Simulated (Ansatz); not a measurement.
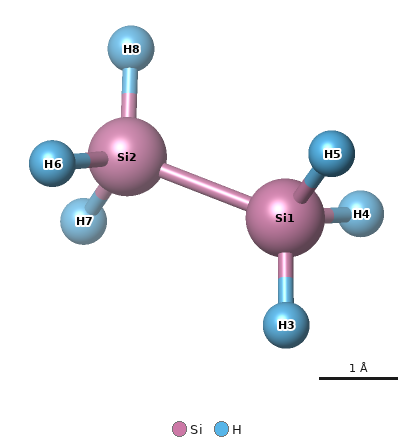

The input geometry (ball-and-stick view, seen at a tilt; atoms are numbered from 1 in the order of the input). Bond lengths as drawn: H–Si 1.45 to 1.54 Å and Si–Si 2.26 Å.

# Run report: Si$_{2}$H$_{6}$, geometry relaxation

System: Si$_{2}$H$_{6}$.
Method: RKS B3LYP/def2-SVP (Ansatz 0.2.0).

It belongs to a series of runs on one base structure; here: end point A relaxed. Figures and captions count atoms from 1; the log counts them from 0 in places.

### The input
```yaml
crystal:
  periodic: [false, false, false]
  atoms:
    - { symbol: Si, position_ang: [-0.3054, 0.445, -0.9708] }
    - { symbol: Si, position_ang: [0.3349, -0.5051, 0.9748] }
    - { symbol: H, position_ang: [0.7807, 0.9443, -1.8016] }
    - { symbol: H, position_ang: [-1.0691, -0.4536, -1.8123] }
    - { symbol: H, position_ang: [-1.2073, 1.6681, -0.719] }
    - { symbol: H, position_ang: [1.1277, 0.4678, 1.8005] }
    - { symbol: H, position_ang: [1.2208, -1.6855, 0.6984] }
    - { symbol: H, position_ang: [-0.7902, -0.938, 1.7742] }
basis:
  gaussian: { orbitals: def2-SVP }
hamiltonian:
  xc: b3lyp
relax:
  f_tol: 0.015
  max_steps: 40
```

Machine: 1 thread of Intel Xeon (Granite Rapids), 128 GiB of memory available, shared host.

Command:
```bash
ansatz run input.yaml --threads 1 --pin off --max-ram 2048MiB --backend cpu --events-out ev --progress --plain --runs-dir out
```

### Output
```
The last accepted step is kept in [file] (removed where the run ends without a failure and the disk answers)
Engine: ansatz 0.2.0, x86_64-unknown-linux-gnu
Functional definition: B3LYP
  parameter a0 = 0.2
  parameter ax = 0.72
  parameter ac = 0.81
  exchange = (1 - a0 - ax)*slater_x + ax*b88_x + a0*exact_x
  correlation = (1 - ac)*vwn_rpa_c + ac*lyp_c
673 factors; integrals over basis functions are off by at most 3.2e-4 eV
mean field evaluation 1: about -15848.2239 eV, gradient 1.0e1 eV
mean field evaluation 2: about -15848.6551 eV, gradient 3.5e0 eV
mean field evaluation 4: about -15848.7038 eV, gradient 1.0e-1 eV
mean field evaluation 8: about -15848.7033 eV, gradient 7.3e-4 eV
mean field -15848.70332072 eV, -582.4291043994 hartree, gradient 7.6e-5 eV, S^2 0.000000; 0 other end points of the search recorded, 0 dependent functions left out
the calculation of the forces begins
reference -15848.70356799 eV, -582.4291134866 hartree; 17, 17 occupied and 49, 49 virtual orbitals, 673 factors
relax step   1: F+E_penalty+E_count = -15848.70332072 eV  Δ(F+E_penalty+E_count) = +0.000e0 eV  max|allowed force component| = 1.574e0 eV/Å  Δτ_max = 0.0000 Å  (19 SCF iters, accepted)
these checks for a lower state are left out or cut short: starts, cluster_reference, orbital_swaps, neighbouring_geometries, increment
673 factors; integrals over basis functions are off by at most 3.7e-4 eV
mean field -15848.84215878 eV, -582.4342066041 hartree, gradient 1.3e-5 eV, S^2 0.000000; 0 other end points of the search recorded, 0 dependent functions left out
the calculation of the forces begins
reference -15848.84240675 eV, -582.4342157169 hartree; 17, 17 occupied and 49, 49 virtual orbitals, 673 factors
relax step   2: F+E_penalty+E_count = -15848.84215878 eV  Δ(F+E_penalty+E_count) = -1.388e-1 eV  max|allowed force component| = 2.983e-1 eV/Å  Δτ_max = 0.0747 Å  (20 SCF iters, accepted)
these checks for a lower state are left out or cut short: starts, cluster_reference, orbital_swaps, neighbouring_geometries, increment
673 factors; integrals over basis functions are off by at most 3.6e-4 eV
mean field evaluation 16: about -15848.8495 eV, gradient 1.2e0 eV
mean field -15848.85175449 eV, -582.4345592398 hartree, gradient 1.4e-5 eV, S^2 0.000000; 0 other end points of the search recorded, 0 dependent functions left out
the calculation of the forces begins
reference -15848.85200384 eV, -582.4345684033 hartree; 17, 17 occupied and 49, 49 virtual orbitals, 673 factors
relax step   3: F+E_penalty+E_count = -15848.85175449 eV  Δ(F+E_penalty+E_count) = -9.596e-3 eV  max|allowed force component| = 3.214e-2 eV/Å  Δτ_max = 0.0585 Å  (20 SCF iters, accepted)
these checks for a lower state are left out or cut short: starts, cluster_reference, orbital_swaps, neighbouring_geometries, increment
673 factors; integrals over basis functions are off by at most 3.7e-4 eV
mean field -15848.85343604 eV, -582.4346210357 hartree, gradient 1.0e-5 eV, S^2 0.000000; 0 other end points of the search recorded, 0 dependent functions left out
the calculation of the forces begins
reference -15848.85368489 eV, -582.4346301808 hartree; 17, 17 occupied and 49, 49 virtual orbitals, 673 factors
relax step   4: F+E_penalty+E_count = -15848.85343604 eV  Δ(F+E_penalty+E_count) = -1.682e-3 eV  max|allowed force component| = 5.146e-3 eV/Å  Δτ_max = 0.0170 Å  (20 SCF iters, accepted)
673 factors; integrals over basis functions are off by at most 3.7e-4 eV
mean field evaluation 32: about -15848.8534 eV, gradient 8.6e-2 eV
```

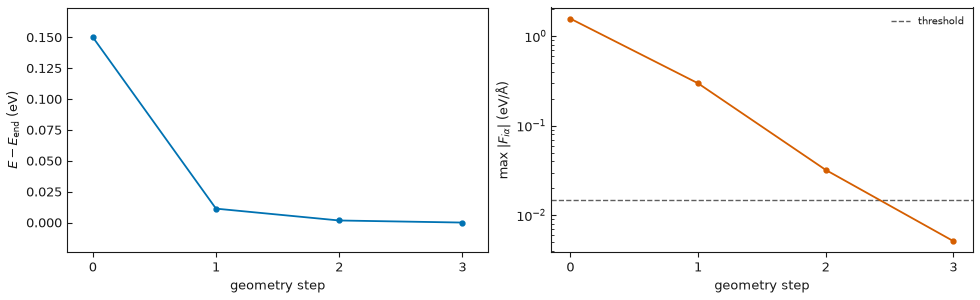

Progress of the relaxation, step by step (the first geometry is step 0 here and step 1 in the log).

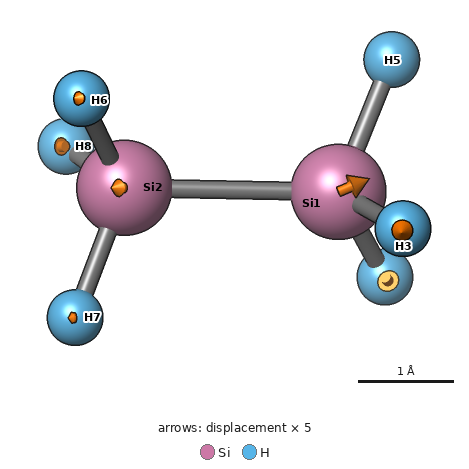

The starting structure with the displacements as orange arrows, magnified 5 times (ball-and-stick view, seen on its broad side). The two geometries are laid on each other by the best rigid fit. After 3 geometry steps the energy has fallen by 0.150 eV. Largest force component: 1.6 eV/Å at the start, 0.0051 eV/Å at the end. The atom that moves furthest after the best rigid fit is Si1 (0.075 Å). By element the largest moves are Si 0.075 Å, H 0.060 Å. Distances before and after: Si1–Si2 2.258 → 2.357 Å, Si1–H5 1.540 → 1.493 Å, Si1–H4 1.449 → 1.493 Å, Si1–H3 1.456 → 1.493 Å. Among the angles that change: Si2–Si1–H3 115.1° → 110.4°, H3–Si1–H5 104.9° → 108.6°, H3–Si1–H4 105.9° → 108.6°. (Atoms are counted from 1 in the order of the input.)

```
mean field -15848.85343604 eV, -582.4346210357 hartree, gradient 1.0e-5 eV, S^2 0.000000; 1 other end points of the search recorded, 0 dependent functions left out
the calculation of the forces begins
reference -15848.85368489 eV, -582.4346301808 hartree; 17, 17 occupied and 49, 49 virtual orbitals, 673 factors
Total energy: -15848.85368489 eV, -582.4346301808 hartree
Atom 0 at    -0.342743     0.493687    -1.013144 Å, force    -0.002839    -0.000463     0.005146 eV/Å
Atom 1 at     0.365856    -0.508609     0.998854 Å, force     0.002509     0.001691    -0.004813 eV/Å
Atom 2 at     0.834913     0.957557    -1.805420 Å, force     0.003428    -0.001390     0.001252 eV/Å
Atom 3 at    -1.115995    -0.483750    -1.835561 Å, force    -0.000894    -0.002854    -0.000240 eV/Å
Atom 4 at    -1.216094     1.669822    -0.724014 Å, force    -0.001785     0.003051     0.000060 eV/Å
Atom 5 at     1.147070     0.467419     1.815392 Å, force     0.001101     0.002492     0.001382 eV/Å
Atom 6 at     1.231459    -1.690952     0.711863 Å, force     0.001837    -0.002596    -0.001057 eV/Å
Atom 7 at    -0.812367    -0.962174     1.796229 Å, force    -0.003356     0.000071    -0.001731 eV/Å
Dipole moment:     0.000048    -0.000331    -0.000151 e Å
```

### Trajectory as extended XYZ (Å, eV, eV/Å), 4 frames, from step=1 to step=4
```
8
Properties=species:S:1:pos:R:3:forces:R:3 step=1 energy=-15848.70332
Si   -0.3054    0.4450   -0.9708   -1.0553   1.5739  -0.3078
Si    0.3349   -0.5051    0.9748    1.3479  -0.2219   0.6080
H     0.7807    0.9443   -1.8016    0.7277   0.1655  -0.2571
H    -1.0691   -0.4536   -1.8123   -0.4814  -0.6733  -0.4067
H    -1.2073    1.6681   -0.7190    0.3784  -0.5689   0.0164
H     1.1277    0.4678    1.8005   -0.0679  -0.0543  -0.1046
H     1.2208   -1.6855    0.6984   -0.0941   0.0633   0.0312
H    -0.7902   -0.9380    1.7742   -0.7552  -0.2842   0.4205
8
Properties=species:S:1:pos:R:3:forces:R:3 step=2 energy=-15848.84216
Si   -0.3482    0.4877   -1.0076   -0.0546   0.2983   0.0797
Si    0.3673   -0.5043    0.9813    0.2502  -0.0218   0.0744
H     0.8484    0.9379   -1.7707    0.0029   0.0705  -0.1091
H    -1.1136   -0.4884   -1.8195   -0.0981  -0.0988  -0.1317
H    -1.2301    1.6705   -0.7015    0.1490  -0.1686  -0.0812
H     1.1493    0.4784    1.7954   -0.0369  -0.0408  -0.0147
H     1.2340   -1.6948    0.7130   -0.0343   0.0514  -0.0106
H    -0.8149   -0.9440    1.7538   -0.1782  -0.0903   0.1931
8
Properties=species:S:1:pos:R:3:forces:R:3 step=3 energy=-15848.85175
Si   -0.3451    0.4958   -1.0175    0.0086  -0.0092   0.0180
Si    0.3683   -0.5113    1.0028   -0.0091   0.0107  -0.0164
H     0.8284    0.9634   -1.8156    0.0060  -0.0153   0.0290
H    -1.1197   -0.4750   -1.8485    0.0130  -0.0123   0.0321
H    -1.2203    1.6742   -0.7374    0.0135  -0.0176   0.0277
H     1.1512    0.4595    1.8262   -0.0129   0.0108  -0.0303
H     1.2352   -1.6968    0.7273   -0.0131   0.0184  -0.0304
H    -0.8060   -0.9668    1.8069   -0.0059   0.0143  -0.0296
8
Properties=species:S:1:pos:R:3:forces:R:3 step=4 energy=-15848.85344
Si   -0.3427    0.4937   -1.0131   -0.0028  -0.0005   0.0051
Si    0.3659   -0.5086    0.9989    0.0025   0.0017  -0.0048
H     0.8349    0.9576   -1.8054    0.0034  -0.0014   0.0013
H    -1.1160   -0.4838   -1.8356   -0.0009  -0.0029  -0.0002
H    -1.2161    1.6698   -0.7240   -0.0018   0.0031   0.0001
H     1.1471    0.4674    1.8154    0.0011   0.0025   0.0014
H     1.2315   -1.6910    0.7119    0.0018  -0.0026  -0.0011
H    -0.8124   -0.9622    1.7962   -0.0034   0.0001  -0.0017
```

### Key numbers

| quantity | value |
| --- | --- |
| outcome | converged |
| total energy | −15848.8537 eV |
| mean-field energy | −15848.8537 eV |
| largest force (length of the vector) at the end | 0.006 eV/Å |
| wall time | 4.1 s |
| peak memory | 0.14 GiB |
